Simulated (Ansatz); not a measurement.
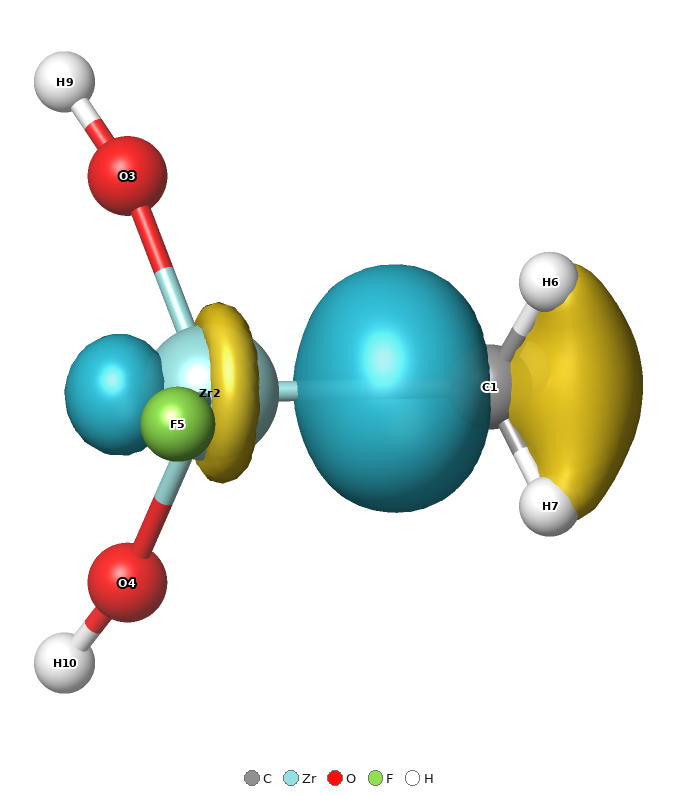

*CH5FO2Zr (SMILES [CH3][Zr]([OH])([OH])[F]). One frontier orbital at ±0.2 Å⁻³ᐟ² (yellow and cyan are the two phases), seen at a tilt.*

Geometry: PBE0-D4/def2-TZVP; core potentials replace the inner electrons of Zr.

Theory: Ansatz, RKS PBE0-D4/def2-TZVPP.

Input

```
crystal:
  periodic: [false, false, false]
  atoms:
    - {symbol: C, position_ang: [-1.449159, -0.494641, -0.413126]}
    - {symbol: Zr, position_ang: [0.407394, 0.534342, 0.251683]}
    - {symbol: O, position_ang: [1.058324, -0.483477, 1.738106]}
    - {symbol: O, position_ang: [1.567118, 0.543386, -1.272622]}
    - {symbol: F, position_ang: [-0.102057, 2.308058, 0.770840]}
    - {symbol: H, position_ang: [-2.186057, -0.537485, 0.396988]}
    - {symbol: H, position_ang: [-1.908930, 0.030806, -1.257925]}
    - {symbol: H, position_ang: [-1.245036, -1.522555, -0.732111]}
    - {symbol: H, position_ang: [1.567840, -0.925953, 2.409989]}
    - {symbol: H, position_ang: [2.290563, 0.547500, -1.891811]}
basis:
  gaussian: {orbitals: def2-TZVPP}
hamiltonian: {xc: pbe0, dispersion: d4}
output: {orbitals: {seedname: orbitals}}
```

Launched as:

```sh
ansatz run in.yaml --threads 4 --pin off --events-out ev --progress --plain --max-ram 10444MiB
```

Which orbital is it: HOMO or LUMO?

The HOMO, at −7.48 eV. It lies mainly on C1 (about 55 %) and Zr2 (about 30 %).
